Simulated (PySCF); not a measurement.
## Electronic structure of C₇H₆F₄ in real space

```yaml
atoms:
  - { symbol: C, position_ang: [-0.6016, -2.0015, 0.4431] }
  - { symbol: C, position_ang: [-0.2695, -0.5844, 0.9322] }
  - { symbol: C, position_ang: [0.7248, 0.0786, 0.0911] }
  - { symbol: C, position_ang: [1.5532, 0.6086, -0.6148] }
  - { symbol: C, position_ang: [2.5391, 1.2725, -1.4575] }
  - { symbol: F, position_ang: [3.8223, 0.9757, -1.0776] }
  - { symbol: C, position_ang: [-1.5071, 0.2473, 1.1206] }
  - { symbol: F, position_ang: [-2.0339, 0.2005, 2.3484] }
  - { symbol: C, position_ang: [-2.1518, 0.9442, 0.1858] }
  - { symbol: F, position_ang: [-3.2464, 1.6266, 0.3985] }
  - { symbol: F, position_ang: [-1.7523, 1.0253, -1.0595] }
  - { symbol: H, position_ang: [-1.0288, -1.9629, -0.5692] }
  - { symbol: H, position_ang: [0.3044, -2.6228, 0.4150] }
  - { symbol: H, position_ang: [-1.3327, -2.4712, 1.1167] }
  - { symbol: H, position_ang: [0.1612, -0.6563, 1.9470] }
  - { symbol: H, position_ang: [2.4026, 0.9665, -2.5095] }
  - { symbol: H, position_ang: [2.3980, 2.3663, -1.4023] }
```

Geometry: PBE0-D3(BJ)/def2-SVP.

All numbers below come from PBE0/pcSseg-1, SCF density, gas phase, non-relativistic (PySCF).

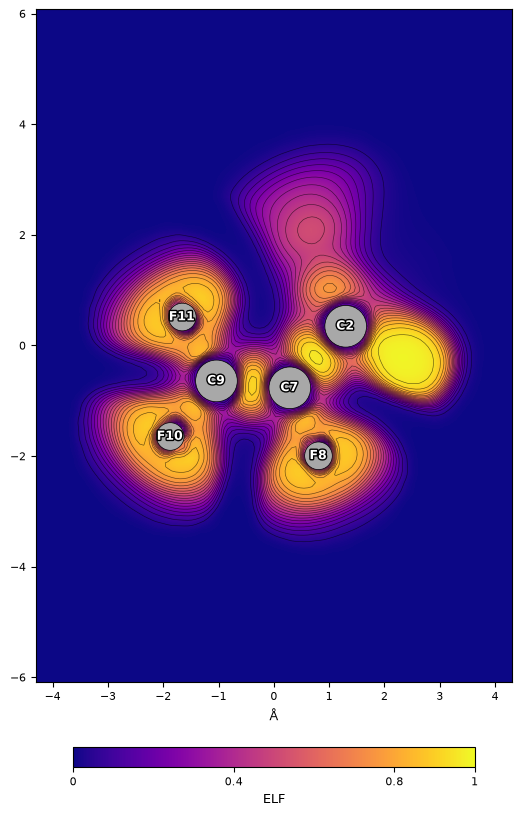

Figure 1. ELF on the plane of atoms C2, C7 and C9. Grey discs cover the atomic cores.

Question: Interpret the plot.

Answer:
- The section cuts through C and F sites.
- C–F (1.31 Å): the ELF peaks at about 0.85 between the atoms, as expected for a polar covalent bond.
- C–C (1.33 Å): the ELF peaks at about 0.90 between the atoms: a short, multiple covalent bond.
- The ELF also peaks beside F8, F10 and F11, away from the bonds: lone-pair regions.

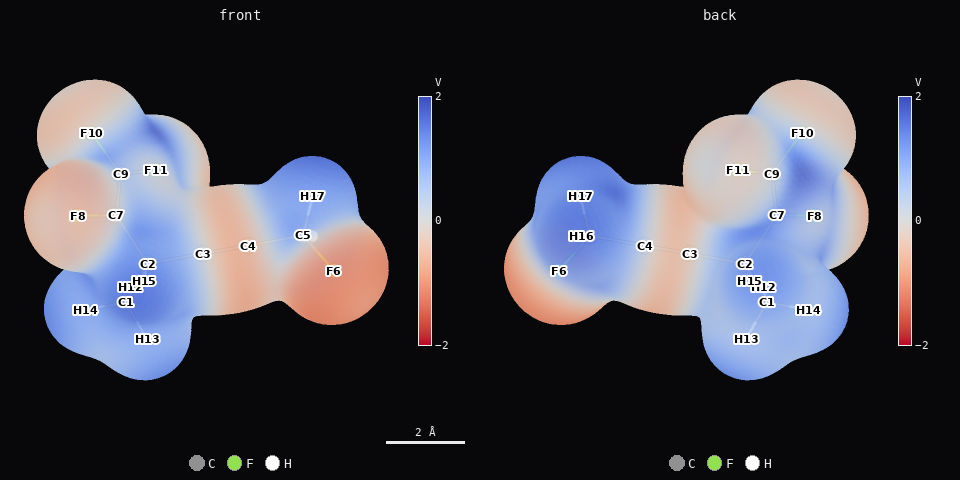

Figure 2. The electrostatic potential painted on the density surface at 0.004 e/bohr³, seen from the front and from behind; the colour scale runs from red (negative) to blue (positive).

Question: Where is the surface potential most negative and most positive?

Answer: The most negative region (about −1.1 V) lies over F6, the most positive (about +1.5 V) over the C and H atoms.

Question: How polar is the molecule by this calculation?

Answer: Its dipole moment is 1.28 D.

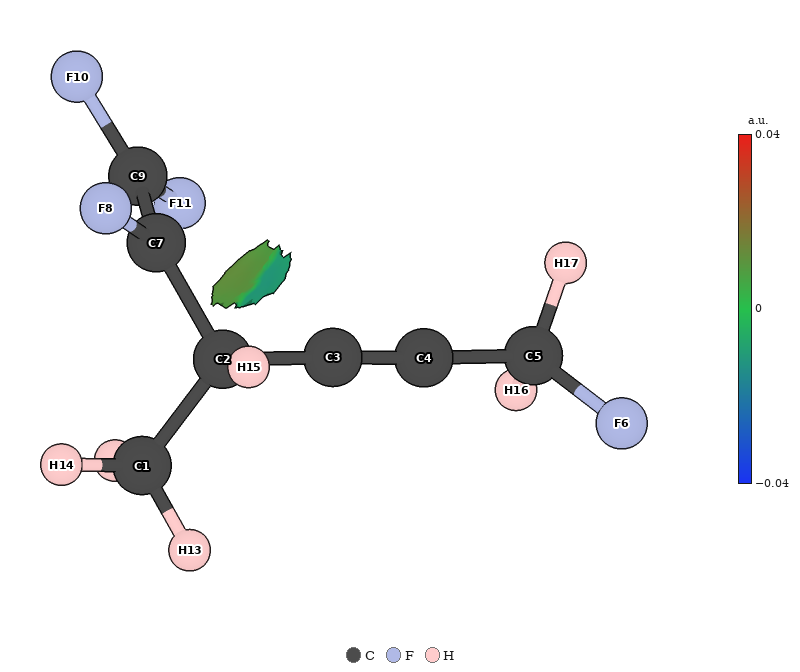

Figure 3. Non-covalent interaction (NCI) plot: the surface where the reduced density gradient is 0.5, for densities under 0.05 a.u., coloured by sign(λ₂)ρ; seen at a tilt.

Question: What holds or crowds the atoms apart from the covalent bonds?

Answer: Between C3 and C2 on one side and F11 and C9 on the other: a weak contact, attractive (blue-green) on one side and crowded (olive to red) on the other.
